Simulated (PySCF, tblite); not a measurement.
# C5HF3O2: vibronic structure

Aim: compute the vibronic structure of C5HF3O2 (`O=c1cc(C(F)(F)F)c1=O`).

Programs: tblite 0.8.0 and PySCF 2.14.0, with routines of our own; each step states its level. All values are computed. Atoms count from 0.

## (1) The system as given

11 atoms, charge 0, multiplicity 1; geometry from: force field or distance geometry start.

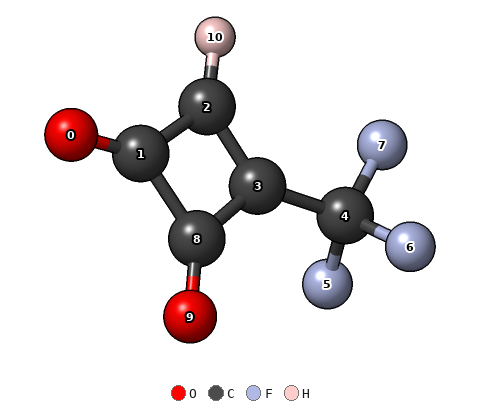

The starting geometry (oxygen red, carbon dark grey, fluorine light blue, hydrogen pink).

## (2) Optimising the geometry with GFN2-xTB

What the job is given:

```
{"job": {"kind": "relax", "xc": "GFN2-xTB", "basis": "xTB"}, "charge": 0, "multiplicity": 1}
O      3.102500    -0.117200    -0.120700
C      1.887200    -0.101100    -0.092600
C      0.783600    -1.035400    -0.276300
C     -0.143900    -0.056200    -0.021900
C     -1.660500     0.056300     0.068200
F     -2.140300     0.960200    -0.829600
F     -2.073100     0.439500     1.287900
F     -2.256800    -1.119700    -0.210100
C      0.876400     0.947200     0.209400
O      0.945700     2.115000     0.499000
H      0.684500    -2.086100    -0.539400
```

On the command line:

```
$ OMP_NUM_THREADS=1 python excited_run.py task.json out
```

The driver reads the jobs from task.json and runs them one after another.

The program printed:

```text
step      E/eV     max force
  0    -909.90816    3.761
  1    -909.87581    5.257
  2    -910.09880    0.494
  3    -910.11093    0.413
  4    -910.13467    0.405
  5    -910.14062    0.360
  6    -910.14653    0.325
  7    -910.15104    0.180
  8    -910.15217    0.118
  9    -910.15322    0.084
 10    -910.15368    0.081
 11    -910.15444    0.090
 12    -910.15530    0.095
 13    -910.15626    0.099
 14    -910.15704    0.095
 15    -910.15777    0.092
 16    -910.15850    0.084
 17    -910.15922    0.079
 18    -910.15985    0.065
 19    -910.16038    0.075
 20    -910.16080    0.070
 21    -910.16104    0.044
 22    -910.16113    0.023
 23    -910.16116    0.014
 24    -910.16117    0.014
 25    -910.16118    0.008
```

Wall time 0.1 s (1 thread of Intel Xeon 6975P-C, shared host).

Relaxation path: (the energy doesn't fall at every step)

| step | energy from step 0 (eV) | largest force (eV/Å) |
| --- | --- | --- |
| 0 | 0.0000 | 3.7614 |
| 1 | 0.0323 | 5.2568 |
| 2 | -0.1906 | 0.4942 |
| 3 | -0.2028 | 0.4129 |
| 4 | -0.2265 | 0.4047 |
| 5 | -0.2325 | 0.3605 |
| 6 | -0.2384 | 0.3250 |
| 7 | -0.2429 | 0.1797 |
| 8 | -0.2440 | 0.1182 |
| 9 | -0.2451 | 0.0837 |
| 10 | -0.2455 | 0.0812 |
| 11 | -0.2463 | 0.0904 |
| 12 | -0.2471 | 0.0951 |
| 13 | -0.2481 | 0.0988 |
| 14 | -0.2489 | 0.0953 |
| 15 | -0.2496 | 0.0919 |
| 16 | -0.2503 | 0.0837 |
| 17 | -0.2511 | 0.0794 |
| 18 | -0.2517 | 0.0653 |
| 19 | -0.2522 | 0.0752 |
| 20 | -0.2526 | 0.0696 |
| 21 | -0.2529 | 0.0437 |
| 22 | -0.2530 | 0.0232 |
| 23 | -0.2530 | 0.0136 |
| 24 | -0.2530 | 0.0136 |
| 25 | -0.2530 | 0.0083 |

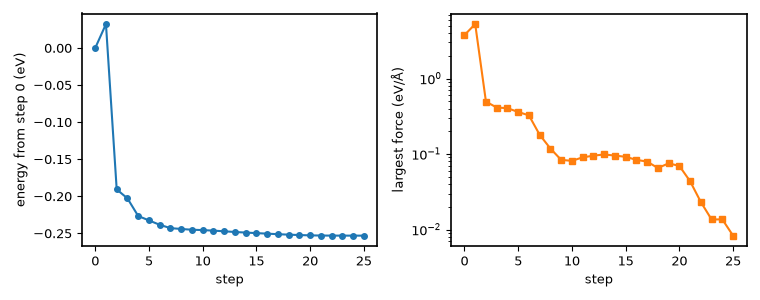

Energy and force, step by step.

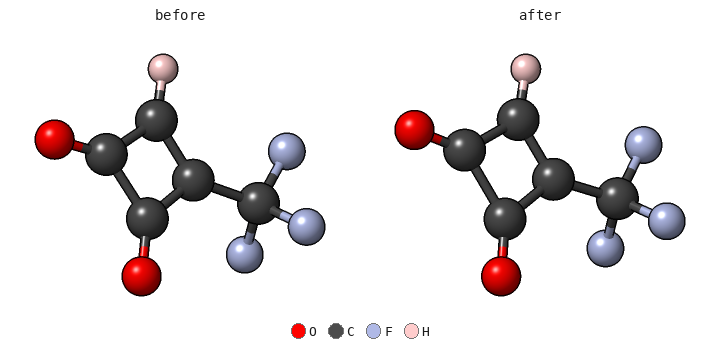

The geometry before (left) and after (right).

Distances of close pairs at the start and the end, largest changes first:

| bond | before (Å) | after (Å) | change (Å) |
| --- | --- | --- | --- |
| C1–C8 | 1.487 | 1.557 | +0.070 |
| C3–C8 | 1.450 | 1.510 | +0.060 |
| C1–C2 | 1.458 | 1.503 | +0.045 |
| O0–C1 | 1.216 | 1.186 | -0.030 |
| C3–C4 | 1.523 | 1.498 | -0.026 |
| C4–F5 | 1.361 | 1.337 | -0.024 |
| C2–C3 | 1.373 | 1.350 | -0.022 |
| C8–O9 | 1.205 | 1.184 | -0.021 |

The next job starts from the end point, and lists it.

## (3) Harmonic vibrations with GFN2-xTB

What the job is given:

```
{"job": {"kind": "ir", "xc": "GFN2-xTB", "basis": "xTB"}, "charge": 0, "multiplicity": 1}
O      3.102992    -0.238789    -0.155175
C      1.926273    -0.109061    -0.086659
C      0.727608    -0.996102    -0.270999
C     -0.150749    -0.007260     0.001170
C     -1.646774     0.034807     0.055245
F     -2.149545     0.904416    -0.827056
F     -2.089006     0.391618     1.265375
F     -2.185110    -1.161357    -0.222442
C      0.918200     1.034630     0.228389
O      0.941692     2.183693     0.512329
H      0.609843    -2.033924    -0.526140
```

The program printed:

```text
mode    cm-1     km/mol
  1      21.8      0.80
  2      66.0      8.52
  3     114.4      5.29
  4     154.0      0.49
  5     276.8      0.62
  6     290.3      4.12
  7     340.0     10.34
  8     373.0     23.91
  9     433.8      5.17
 10     481.5      2.04
 11     596.4      5.82
 12     634.9      5.82
 13     662.4     37.57
 14     769.9      1.69
 15     778.7      9.59
 16     816.7     14.81
 17     856.9     24.73
 18     953.2     85.73
 19    1024.5      6.28
 20    1064.9    233.03
 21    1065.6    320.79
 22    1122.0    137.21
 23    1203.1    202.58
 24    1618.6     15.39
 25    1864.6    369.34
 26    1912.8    390.26
 27    3134.6      2.31
```

Run time: 0.23 s. Hardware: 1 thread of Intel Xeon 6975P-C, shared host.

The strongest bands and the atoms that carry them (share of the mass-weighted mode):

| cm⁻¹ | km/mol | atoms |
| --- | --- | --- |
| 662 | 37.6 | F6 22 %, F5 22 %, F7 20 %, C4 17 % |
| 953 | 85.7 | C1 34 %, H10 26 %, C2 15 % |
| 1065 | 233.0 | C4 66 %, F5 10 % |
| 1066 | 320.8 | C4 73 %, F6 16 % |
| 1122 | 137.2 | H10 39 %, C2 28 %, C4 18 % |
| 1203 | 202.6 | C3 42 %, C4 39 %, C2 10 % |
| 1865 | 369.3 | C1 34 %, C8 29 %, O0 19 %, O9 17 % |
| 1913 | 390.3 | C8 34 %, C1 30 %, O9 19 %, O0 16 % |

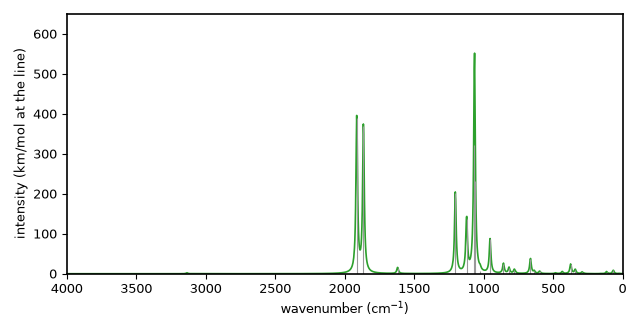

The infrared spectrum from these modes, unscaled. Lines are broadened to a width of 14 cm⁻¹ (Lorentzian).

## (4) Vibronic structure: TDDFT CAM-B3LYP/def2-SVP

The job, as its differences from that of step 3:

```diff
@@ -1,2 +1,2 @@
-{"job": {"kind": "ir", "xc": "GFN2-xTB", "basis": "xTB"}, "charge": 0, "multiplicity": 1}
+{"job": {"kind": "vib", "xc": "CAM-B3LYP", "basis": "def2-SVP", "tda": false}, "charge": 0, "multiplicity": 1}
 O      3.102992    -0.238789    -0.155175
```

Method: TDDFT CAM-B3LYP/def2-SVP vertical-gradient vibronic structure (displaced harmonic oscillators, Condon), gas phase.

The program printed:

```text
final grid: 54632 points
cycle   1  E = -639.8768979138  dE =  2.376e+00  |g| = 1.526e+00  |ddm| = 4.157e+00
cycle   2  E = -638.7550808785  dE =  1.122e+00  |g| = 2.931e+00  |ddm| = 4.756e+00
cycle   3  E = -640.3298188936  dE = -1.575e+00  |g| = 2.996e-01  |ddm| = 3.475e+00
cycle   4  E = -640.3433774998  dE = -1.356e-02  |g| = 1.472e-01  |ddm| = 3.236e-01
cycle   5  E = -640.3471474692  dE = -3.770e-03  |g| = 2.640e-02  |ddm| = 1.413e-01
cycle   6  E = -640.3473084597  dE = -1.610e-04  |g| = 1.018e-02  |ddm| = 3.858e-02
cycle   7  E = -640.3473372911  dE = -2.883e-05  |g| = 3.906e-03  |ddm| = 1.842e-02
cycle   8  E = -640.3473421932  dE = -4.902e-06  |g| = 1.147e-03  |ddm| = 9.393e-03
cycle   9  E = -640.3473427256  dE = -5.324e-07  |g| = 2.633e-04  |ddm| = 3.899e-03
cycle  10  E = -640.3473427445  dE = -1.895e-08  |g| = 1.415e-04  |ddm| = 4.701e-04
cycle  11  E = -640.3473427493  dE = -4.768e-09  |g| = 2.763e-05  |ddm| = 3.064e-04
cycle  12  E = -640.3473427494  dE = -1.264e-10  |g| = 1.482e-05  |ddm| = 4.229e-05
converged SCF energy = -640.3473427494

Singlet excitations (eV, f): 3.409 (0.0000)  3.667 (0.0003)  5.709 (0.0000)  5.903 (0.0002)  6.472 (0.2208)  6.901 (0.1209)

State S1  3.4095 eV  f = 0.00002  H->L 0.92
  relaxed dipole 1.745 D, largest gradient of the excitation energy 0.0951 Eh/bohr
  mode    cm-1        S   lambda/meV  Raman
   19   1024.5    3.0041     381.6   1.000
   18    953.2    3.1174     368.4   0.898
   24   1618.6    0.4950      99.3   0.411
   16    816.7    0.6360      64.4   0.135
    7    340.0    1.1740      49.5   0.043
   25   1864.6    0.0625      14.5   0.069
   12    634.9    0.1403      11.0   0.018
   20   1064.9    0.0631       8.3   0.023
   10    481.5    0.0591       3.5   0.004
   15    778.7    0.0309       3.0   0.006
   23   1203.1    0.0185       2.8   0.008
    3    114.4    0.1620       2.3   0.001
  reorganisation energy 1.0142 eV, total S 9.043, 0-0 2.3953 eV
  absorption maximum 3.374 eV, width 0.853 eV

State S5  6.4724 eV  f = 0.22077  H-1->L 0.95
  relaxed dipole 2.225 D, largest gradient of the excitation energy 0.1169 Eh/bohr
  mode    cm-1        S   lambda/meV  Raman
   24   1618.6    2.3091     463.4   1.000
   19   1024.5    0.8402     106.7   0.146
   18    953.2    0.5596      66.1   0.084
   26   1912.8    0.1812      43.0   0.110
    7    340.0    0.4640      19.6   0.009
    8    373.0    0.3569      16.5   0.008
   23   1203.1    0.0954      14.2   0.023
   10    481.5    0.0598       3.6   0.002
   12    634.9    0.0356       2.8   0.002
   20   1064.9    0.0210       2.8   0.004
   16    816.7    0.0249       2.5   0.003
   13    662.4    0.0303       2.5   0.002
  reorganisation energy 0.7530 eV, total S 5.207, 0-0 5.7194 eV
  absorption maximum 6.367 eV, width 0.828 eV

State S6  6.9010 eV  f = 0.12095  H-1->L+1 0.91
  relaxed dipole 4.489 D, largest gradient of the excitation energy 0.0778 Eh/bohr
  mode    cm-1        S   lambda/meV  Raman
   19   1024.5    1.1725     148.9   0.572
   26   1912.8    0.5876     139.4   1.000
   24   1618.6    0.6222     124.9   0.758
   18    953.2    1.0032     118.6   0.424
   16    816.7    0.3842      38.9   0.119
   20   1064.9    0.0775      10.2   0.041
    7    340.0    0.1014       4.3   0.005
   15    778.7    0.0361       3.5   0.010
   22   1122.0    0.0193       2.7   0.011
   23   1203.1    0.0114       1.7   0.008
   12    634.9    0.0179       1.4   0.003
  reorganisation energy 0.5990 eV, total S 4.096, 0-0 6.3020 eV
  absorption maximum 6.778 eV, width 0.730 eV

State T1  3.0037 eV  f = 0.00000  H->L 0.62, H->L+1 0.31
  relaxed dipole 2.171 D, largest gradient of the excitation energy 0.0745 Eh/bohr
  mode    cm-1        S   lambda/meV  Raman
   18    953.2    1.6250     192.1   1.000
   19   1024.5    0.7251      92.1   0.515
   25   1864.6    0.2267      52.4   0.534
   24   1618.6    0.2113      42.4   0.375
    7    340.0    0.6491      27.4   0.051
   26   1912.8    0.0555      13.2   0.137
   23   1203.1    0.0805      12.0   0.079
   16    816.7    0.0909       9.2   0.041
   13    662.4    0.0980       8.1   0.029
    8    373.0    0.1339       6.2   0.013
    5    276.8    0.1657       5.7   0.009
    3    114.4    0.3748       5.3   0.003
  reorganisation energy 0.4763 eV, total S 4.545, 0-0 2.5274 eV
  absorption maximum 2.903 eV, width 0.610 eV
```

Run time: 30 s. Hardware: 1 thread of Intel Xeon 6975P-C, shared host; peak memory 0.89 GiB.

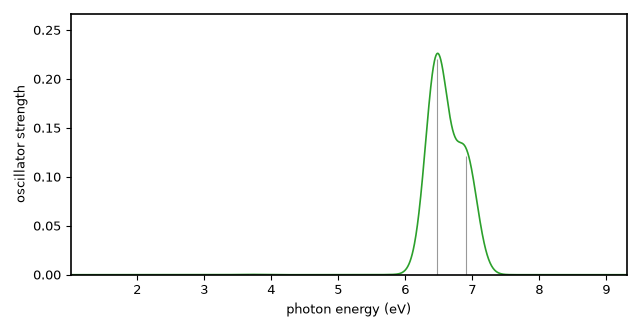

Absorption lines of the singlets. Lines are broadened to a width of 0.40 eV (Gaussian).

## (5) Summary of results

| quantity | value |
| --- | --- |
| strongest single infrared mode (GFN2-xTB) | 1913 cm⁻¹, 390 km/mol |
| zero-point energy (GFN2-xTB) | 32.4 kcal/mol |
| S1: vertical, reorganisation, 0-0, total S (step 4, TDDFT CAM-B3LYP/def2-SVP, modes from GFN2-xTB) | 3.41, 1.01, 2.40 eV; 9.0 |
| S5: vertical, reorganisation, 0-0, total S (step 4, TDDFT CAM-B3LYP/def2-SVP, modes from GFN2-xTB) | 6.47, 0.75, 5.72 eV; 5.2 |
| S6: vertical, reorganisation, 0-0, total S (step 4, TDDFT CAM-B3LYP/def2-SVP, modes from GFN2-xTB) | 6.90, 0.60, 6.30 eV; 4.1 |

What this shows: No mode is imaginary among the 27: a minimum at this level. The strongest single mode, at 1913 cm⁻¹, is carried by C8, C1, O9, O0. GFN2-xTB is a fitted tight-binding method: band positions and strengths are rough. Its intensities can rank the bands wrongly. The vibronic model keeps the ground-state modes (from xTB) and shifts them along the gradient alone, so it can miss much of the relaxation that a full optimisation finds.
